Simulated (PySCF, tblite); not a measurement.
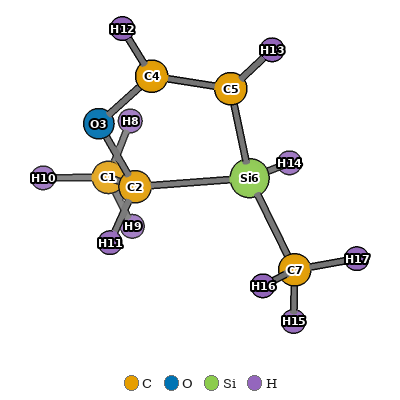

Structure of C₅H₁₀OSi, SMILES C[C@@H]1OC=C[Si@H]1C.

GIAO shifts, PBE0/pcSseg-1 in PySCF, at a GFN2-xTB geometry (a minimum by its frequencies), against TMS for ¹³C and TMS for ¹H computed at the same level. Gas phase, fully decoupled, line heights follow the number of nuclei, widths are arbitrary (no quadrupolar broadening); values of one conformer, averaged over methyl-type rotors and exact or near symmetry.

Question: How many ¹³C lines appear, and where?

Answer: 5 signals.


```tsv
δ (ppm)	nuclei	atoms
171.1	1	C4
91.9	1	C5
70.5	1	C2
22.3	1	C1
−1.7	1	C7
```

Question: Which ¹H signals does it give?

Answer: 6 signals.


| δ (ppm) | nuclei | atoms |
| --- | --- | --- |
| 7.13 | 1 | H12 |
| 4.82 | 1 | H14 |
| 4.66 | 1 | H13 |
| 3.97 | 1 | H11 |
| 1.41 | 3 | H8, H9, H10 |
| 0.27 | 3 | H15, H16, H17 |

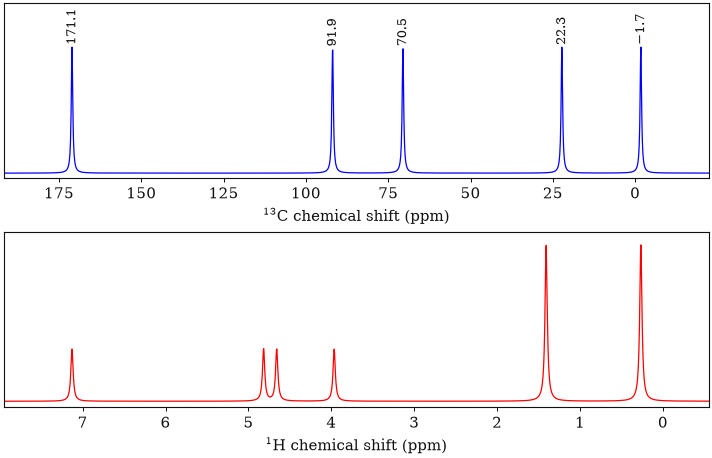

Known limits of this run: the tight-binding geometry is rougher than a DFT one and adds to the error.
